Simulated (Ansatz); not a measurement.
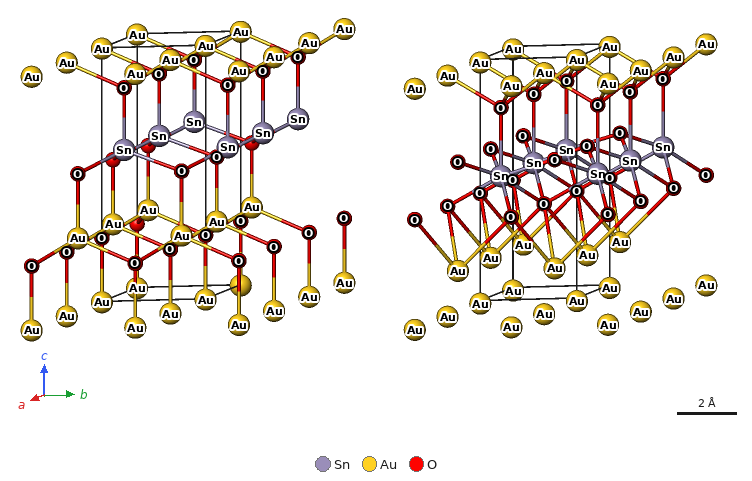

Two geometries of a crystal of SnAu2O3 (built on the MnCd2Te3-156 type type), drawn at one scale. One is the start of a relaxation, the other its converged end. The picture is a ball-and-stick view of the cell of the calculation, repeated 3 × 2 × 1 with one cell outlined, seen slightly off an axis.

All numbers below come from DFT, PBEsol, plane waves, PAW in Ansatz. Set-up: plane-wave cutoff 420 eV; k-point mesh 6 × 6 × 4; occupations fermi dirac; smearing width 0.03 eV; no spin polarisation; cell and atoms relaxed; force threshold 0.01 eV/Å; at most 120 steps.

Q: Which one is relaxed?

A: The right one is the relaxed one. Over 20 accepted moves (23 points after the start) the energy falls by 502 meV per atom. Largest force component: 1.3 eV/Å at the start, 0.0031 eV/Å at the end. The pressure goes from 0.19 to −0.02 GPa. The line search rejected the trial step at point 14 of the run. At 2 points the geometry stayed and the basis and grid were re-selected for the new cell (energy shift of 4.1 meV per atom at most each time). An O atom moves most relative to the cell: 1.61 Å along +c. Largest moves by element: O 1.61 Å, Au 1.06 Å, Sn 0.69 Å. The drawn cell changes as follows: a = b 3.599 → 3.355 Å (−6.8 %), c 8.746 → 8.313 Å (−5.0 %); the volume changes by −17.4 %. Among the contacts that change: O–Sn 4.173 → 2.245 Å, Au–O 2.217 → 3.803 Å, Au–O 2.225 → 3.751 Å, Au–Au 3.633 → 2.680 Å. New bonds form, among them: O–Sn (4.17 → 2.25 Å). Bonds break, among them: Au–O (2.22 → 3.80 Å), Au–O (2.23 → 3.75 Å). Bond angles that change, for instance: O–Sn–O 106.9° → 71.0°, Au–O–Au 108.6° → 100.4°, O–Au–O 108.6° → 100.4°. The space group stays P3m1 (No. 156). Cost: 32 s on 2 threads of AMD EPYC 9R45 96-Core Processor (Zen 5) (shared host), peak memory 0.44 GiB.
